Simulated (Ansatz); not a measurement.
C4H9NS: several calculations on one system

## 1. Relaxation

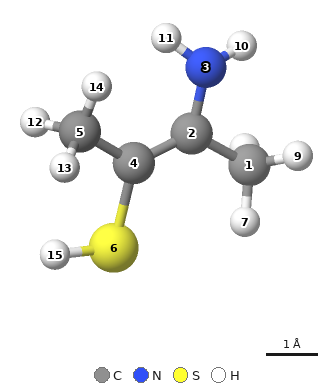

C$_{4}$H$_{9}$NS, before the relaxation. A ball-and-stick model, seen at a tilt.

The run prepares an end point of a later path (torsion) calculation, from a guessed geometry.

Method: RKS PBE-D4/6-31G in Ansatz.

The input:
```yaml
crystal:
  periodic: [false, false, false]
  atoms:
    - { symbol: C, position_ang: [-0.6414, -1.411, 1.354] }
    - { symbol: C, position_ang: [0.0736, -0.6006, 0.2778] }
    - { symbol: "N", position_ang: [1.0976, -1.3254, -0.2794] }
    - { symbol: C, position_ang: [-0.1553, 0.6794, -0.1059] }
    - { symbol: C, position_ang: [0.5832, 1.4482, -1.1237] }
    - { symbol: S, position_ang: [-1.621, 1.5376, 0.5449] }
    - { symbol: H, position_ang: [-1.2681, -0.7373, 2.0052] }
    - { symbol: H, position_ang: [-1.3075, -2.0862, 0.8608] }
    - { symbol: H, position_ang: [0.0133, -1.8866, 2.0361] }
    - { symbol: H, position_ang: [1.0117, -2.3324, -0.1505] }
    - { symbol: H, position_ang: [1.3519, -1.0693, -1.1995] }
    - { symbol: H, position_ang: [0.03, 1.5997, -2.0144] }
    - { symbol: H, position_ang: [0.7848, 2.4713, -0.7228] }
    - { symbol: H, position_ang: [1.5057, 0.9933, -1.3492] }
    - { symbol: H, position_ang: [-1.4804, 2.6687, -0.1039] }
basis:
  gaussian: { orbitals: "6-31G" }
hamiltonian:
  xc: pbe
  dispersion: d4
relax:
  f_tol: 0.015
  max_steps: 40
```

Run as
```bash
ansatz run input.yaml --threads 1 --pin off --max-ram 2048MiB --backend cpu --events-out ev --progress --plain --runs-dir out
```

Question: What does the optimiser find from here?

Answer: Over 14 accepted moves (15 points after the start) the energy falls by 14.3 kcal/mol. Largest force component: 3 eV/Å at the start, 0.0057 eV/Å at the end. The line search rejected the trial step at point 6 of the run. H15 moves most after the best rigid fit: 1.17 Å. By element the largest moves are H 1.17 Å, S 0.24 Å, C 0.16 Å, N 0.11 Å. Some distances before and after: S6–H15 1.312 → 1.400 Å, C5–H14 1.053 → 1.108 Å, C1–H9 1.058 → 1.107 Å, C1–H8 1.069 → 1.106 Å. Bond angles that change, for instance: C2–N3–H10 114.1° → 120.2°, H8–C1–H9 113.5° → 107.4°, C2–N3–H11 115.7° → 121.7°. Groups turn about C4–S6 by about 65°. The run took 94 s on 1 thread of Arm Neoverse V1 (shared host), peak memory 0.14 GiB.

The structure at the end:

```xyz
15

C    -0.7538   -1.3230    1.2925
C     0.0107   -0.5925    0.2146
N     1.0292   -1.3541   -0.3563
C    -0.2506    0.6835   -0.2106
C     0.5545    1.3951   -1.2661
S    -1.7802    1.5513    0.3661
H    -1.3983   -0.6334    1.8532
H    -1.3913   -2.1168    0.8612
H    -0.0525   -1.8076    1.9985
H     1.2917   -2.2411    0.0533
H     1.5504   -1.0283   -1.1596
H     0.1499    1.2491   -2.2877
H     0.5693    2.4840   -1.0848
H     1.6102    1.0593   -1.2645
H    -1.1611    2.6240    1.0195
```

After the run, drawn alike:

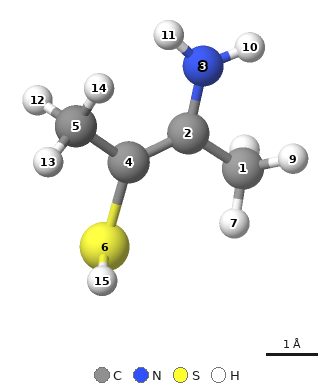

## 2. Relaxation

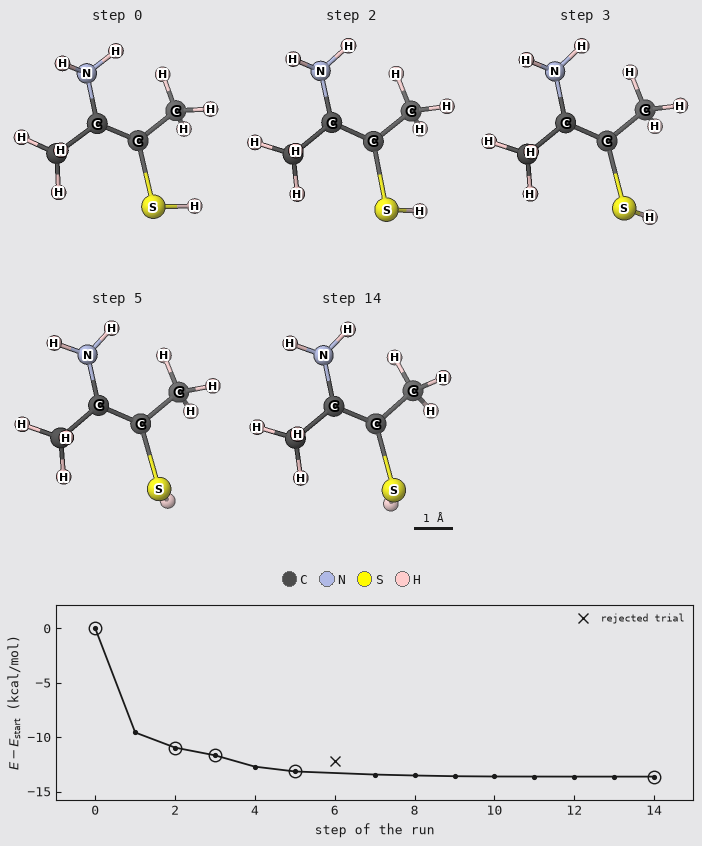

Frames of a relaxation of C₄H₉NS, marked on the history of the run. Style: ball-and-stick. Shown at a tilt.

The run prepares an end point of a later path (torsion) calculation, from a guessed geometry.

Computed with RKS PBE-D4/6-31G (Ansatz).

Input file:
```yaml
crystal:
  periodic: [false, false, false]
  atoms:
    - { symbol: C, position_ang: [-0.6414, -1.411, 1.354] }
    - { symbol: C, position_ang: [0.0736, -0.6006, 0.2778] }
    - { symbol: "N", position_ang: [-0.79449, -0.24871, -0.72568] }
    - { symbol: C, position_ang: [1.38687, -0.27261, 0.20179] }
    - { symbol: C, position_ang: [2.05479, 0.47884, -0.87596] }
    - { symbol: S, position_ang: [2.45818, -0.62047, 1.62994] }
    - { symbol: H, position_ang: [-1.2681, -0.7373, 2.0052] }
    - { symbol: H, position_ang: [-1.3075, -2.0862, 0.8608] }
    - { symbol: H, position_ang: [0.0133, -1.8866, 2.0361] }
    - { symbol: H, position_ang: [-1.77612, -0.2761, -0.45422] }
    - { symbol: H, position_ang: [-0.55247, 0.56232, -1.23607] }
    - { symbol: H, position_ang: [2.33031, 1.46114, -0.59047] }
    - { symbol: H, position_ang: [3.01348, -0.03553, -1.12981] }
    - { symbol: H, position_ang: [1.45782, 0.51297, -1.74271] }
    - { symbol: H, position_ang: [3.57143, -0.1121, 1.15841] }
basis:
  gaussian: { orbitals: "6-31G" }
hamiltonian:
  xc: pbe
  dispersion: d4
relax:
  f_tol: 0.015
  max_steps: 40
```

Launched with:
```bash
ansatz run input.yaml --threads 1 --pin off --max-ram 2048MiB --backend cpu --events-out ev --progress --plain --runs-dir out
```

### What happens along the run?

After 13 accepted moves (14 points after the start) the energy has fallen by 13.6 kcal/mol. The largest force component goes from 2.3 to 0.011 eV/Å. The line search rejected the trial step at point 6 of the run. The atom that moves furthest after the best rigid fit is H15 (1.19 Å). By element the largest moves are H 1.19 Å, S 0.24 Å, C 0.16 Å, N 0.12 Å. Among the contacts that change: S6–H15 1.312 → 1.400 Å, C5–H14 1.053 → 1.108 Å, C5–H12 1.059 → 1.109 Å, C1–H9 1.058 → 1.098 Å. Bond angles that change, for instance: C2–N3–H10 114.1° → 120.2°, C2–N3–H11 115.7° → 121.7°, H8–C1–H9 113.5° → 108.7°. Groups turn about C4–S6 by about 65°. From step 0 to 2: H15 moves most (0.38 Å), energy −11.0 kcal/mol. From step 2 to 3: H15 moves most (0.20 Å), energy −0.71 kcal/mol. From step 3 to 5: H15 moves most (0.40 Å), energy −1.48 kcal/mol. From step 5 to 14: H15 moves most (0.30 Å), energy −0.48 kcal/mol.

## 3. Path

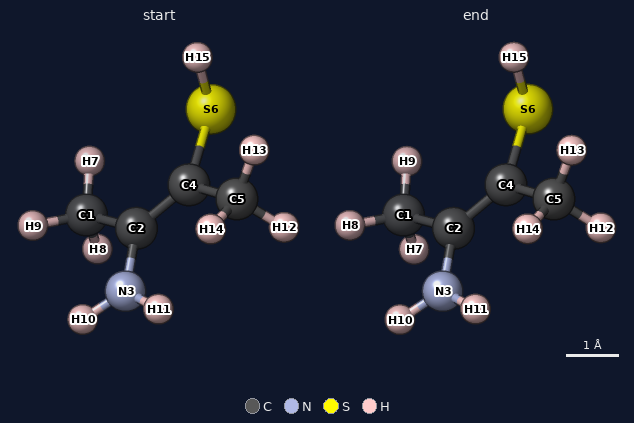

The two relaxed end points of a path for C₄H₉NS. The picture is a ball-and-stick view, seen from a free direction.

These are results of RKS PBE-D4/6-31G in Ansatz, not measurements.

Input
```yaml
crystal:
  periodic: [false, false, false]
  atoms:
    - { symbol: C, position_ang: [-0.750385, -1.318962, 1.298626] }
    - { symbol: C, position_ang: [0.011235, -0.591871, 0.21636] }
    - { symbol: "N", position_ang: [1.028235, -1.355193, -0.354778] }
    - { symbol: C, position_ang: [-0.2512, 0.682851, -0.212027] }
    - { symbol: C, position_ang: [0.551121, 1.391115, -1.271866] }
    - { symbol: S, position_ang: [-1.779212, 1.552441, 0.365924] }
    - { symbol: H, position_ang: [-1.393362, -0.62765, 1.858885] }
    - { symbol: H, position_ang: [-1.388952, -2.114139, 0.871402] }
    - { symbol: H, position_ang: [-0.047189, -1.801373, 2.004257] }
    - { symbol: H, position_ang: [1.291826, -2.24095, 0.056851] }
    - { symbol: H, position_ang: [1.547338, -1.031948, -1.160472] }
    - { symbol: H, position_ang: [0.143852, 1.241991, -2.291947] }
    - { symbol: H, position_ang: [0.566377, 2.4806, -1.094004] }
    - { symbol: H, position_ang: [1.606852, 1.055384, -1.272069] }
    - { symbol: H, position_ang: [-1.158437, 2.627103, 1.014357] }
basis:
  gaussian: { orbitals: "6-31G" }
hamiltonian:
  xc: pbe
  dispersion: d4
neb:
  order_check: false
  images: 7
  f_tol: 0.05
  max_iterations: 31
  initial_path: idpp
  final_atoms:
    - { symbol: C, position_ang: [-0.75889598, -1.31886463, 1.29361231] }
    - { symbol: C, position_ang: [-0.01467645, -0.59869508, 0.19479731] }
    - { symbol: "N", position_ang: [0.92105666, -1.39920594, -0.45811646] }
    - { symbol: C, position_ang: [-0.21928235, 0.70508461, -0.17369968] }
    - { symbol: C, position_ang: [0.56601793, 1.40061747, -1.25491654] }
    - { symbol: S, position_ang: [-1.65485601, 1.64476439, 0.51991715] }
    - { symbol: H, position_ang: [-1.46248097, -2.06336595, 0.87707504] }
    - { symbol: H, position_ang: [-0.04842758, -1.86206433, 1.94583796] }
    - { symbol: H, position_ang: [-1.33216607, -0.61254098, 1.90814901] }
    - { symbol: H, position_ang: [1.14837561, -2.31547494, -0.09453064] }
    - { symbol: H, position_ang: [1.41702732, -1.07608177, -1.27826528] }
    - { symbol: H, position_ang: [0.09909066, 1.30411321, -2.25588864] }
    - { symbol: H, position_ang: [0.65097919, 2.48184215, -1.04837835] }
    - { symbol: H, position_ang: [1.60013798, 1.00782732, -1.31988196] }
    - { symbol: H, position_ang: [-0.93380094, 2.65144346, 1.17378776] }
```

Launched with:
```bash
ansatz run input.yaml --threads 1 --pin off --max-ram 2048MiB --backend cpu --events-out ev --progress --plain --runs-dir out
```

Question: Predict the minimum-energy path and its barrier.

Answer: The barrier is about 4.85 kJ/mol in both directions, with image 4 at the top; the ends have the same energy. The motion is a rotation about the C1–C2 bond by about 120°. No bond forms or breaks between the ends. The band is converged. At the top, the vibrational analysis gives one imaginary mode (148i cm⁻¹), as a transition state must have.

Energies of the converged images:

```csv
image,path (Å),E (kJ/mol)
0,0.00,0.00
1,0.48,0.64
2,0.96,2.21
3,1.45,4.06
4,1.93,4.85
5,2.37,4.23
6,2.80,2.39
7,3.23,0.64
8,3.66,0.00
```

The geometry at the top of the path:

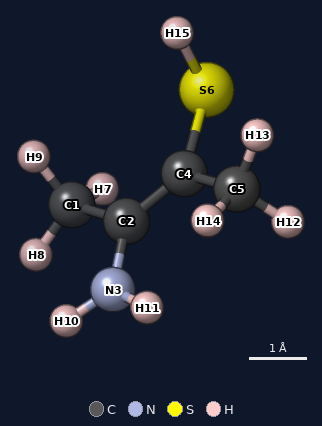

Cost: 3.6 min on 1 thread of Arm Neoverse V1, on a shared host, peak memory 0.14 GiB.
